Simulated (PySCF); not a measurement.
C₂H₁₀N₂O₂Sn, SMILES CC[O][Sn]([NH2])([NH2])[OH] at its GFN2-xTB optimised geometry (Å):

```
17

C     -0.5425    -0.5486    -3.5317
C     -0.4937    -1.8803    -2.8044
O     -1.0945    -1.8454    -1.5371
Sn    -0.4067    -0.8211     0.0000
N     -1.1537     1.0616     0.0000
N      1.6091    -0.8211     0.0000
O     -1.0594    -1.8190     1.5427
H     -1.5694    -0.2009    -3.6048
H      0.0376     0.1898    -2.9810
H     -0.1275    -0.6542    -4.5298
H      0.5431    -2.2240    -2.7343
H     -1.0667    -2.6313    -3.3588
H     -1.4712     1.3123     0.9306
H     -1.9717     1.1197    -0.5993
H      1.9717     0.1254     0.0515
H      1.9647    -1.3123     0.8138
H     -1.5252    -2.6218     1.3061
```

Level of theory: B3LYP/def2-SVP, def2 effective core potentials past Kr in PySCF. The core electrons that the potentials of Sn replace are not part of the density. Cells within 0.4 Å of a nucleus heavier than hydrogen are left out (blank, or x).

Map of the deformation density (molecule minus spherical neutral atoms) (e/bohr³) on the plane z = 0.0 Å:

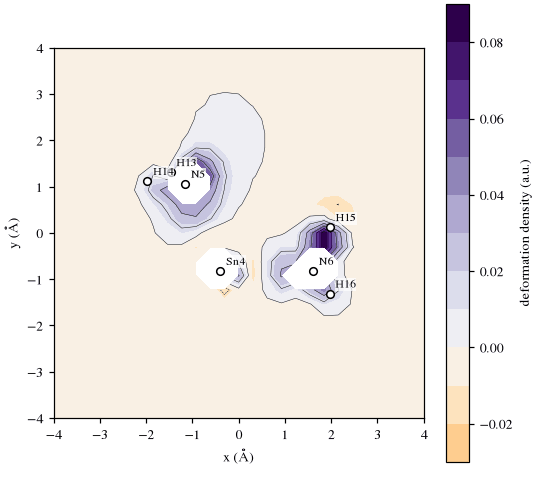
Deformation density (molecule minus spherical neutral atoms) (e/bohr³) on the plane z = 0.0 Å.
